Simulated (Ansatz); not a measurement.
Bands of a (0,16) black phosphorus nanotube, along its axis.

Method: PBE (plane waves to 420 eV, PAW; Ansatz, a program for electronic structure). Mesh 1×1×8. No spin polarisation. One-dimensional cell, images about 11 Å apart. A hypothetical model, rolled from the flat sheet. Only distortions within the start's symmetry and period were free.

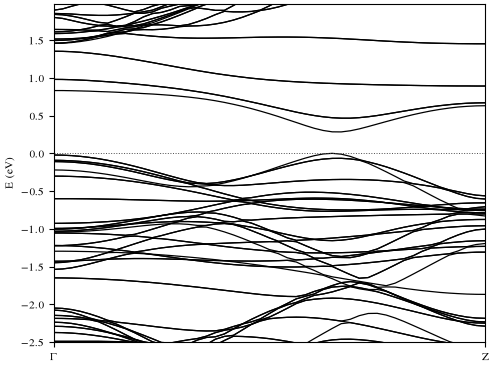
Fig. 1. Bands from the zone centre to the zone edge (period 4.35 Å); the dotted line marks the highest filled level

**Question.** Is it a metal or a semiconductor at this level? Give what the bands show.

**Answer.** A semiconductor in PBE.
```
Item                                                                Result
-------  -----------------------------------------------------------------
PBE gap  0.28 eV, nearly direct, from k = 0.323 × 2π/c to k = 0.333 × 2π/c
```
